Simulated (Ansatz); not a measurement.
Partial pair distribution functions of a relaxed model of amorphous IGZO (In10Ga10Zn10O40), broadened by 0.06 Å; density 5.81 g/cm³. Computed with PBE, scalar-relativistic without spin-orbit coupling (plane waves to 420 eV, PAW; Ansatz, an electronic-structure program).

The cell was made by melting and quenching with the CHGNet potential and then relaxed with DFT. O atoms were pushed apart under 1.9 Å during the dynamics, to hinder bonds among them. The hot cell started wider than the set density and was brought back towards it in steps. It is the lowest in DFT energy of 2 quenches. It is a model cell: composition and starting density were chosen by hand, and all elements were melted together. No dispersion term was used. Its density started from a set value of 6.09 and ended at 5.81 g/cm³. The quench (nominally 84 K/ps over its main leg) was far faster than any real one, so the model tends to hold more defects than a real film. Values belong to this one cell and scatter from quench to quench. Volume and shape were free in the relaxation.

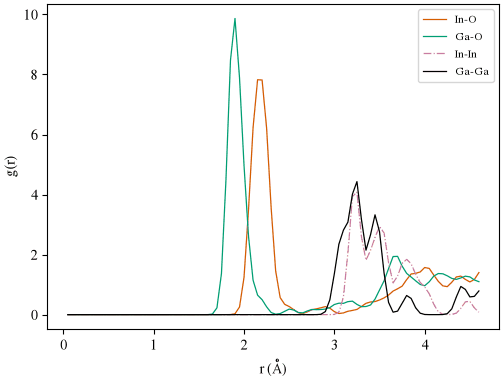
Figure. Partial pair distribution functions

Highest peaks under 4.5 Å: In-O near 2.15 Å, Ga-O near 1.90 Å, In-In near 3.25 Å, Ga-Ga near 3.25 Å; pairs of few atoms are noisy.

Within 2.60 Å each In has 5.30 O neighbours on average.
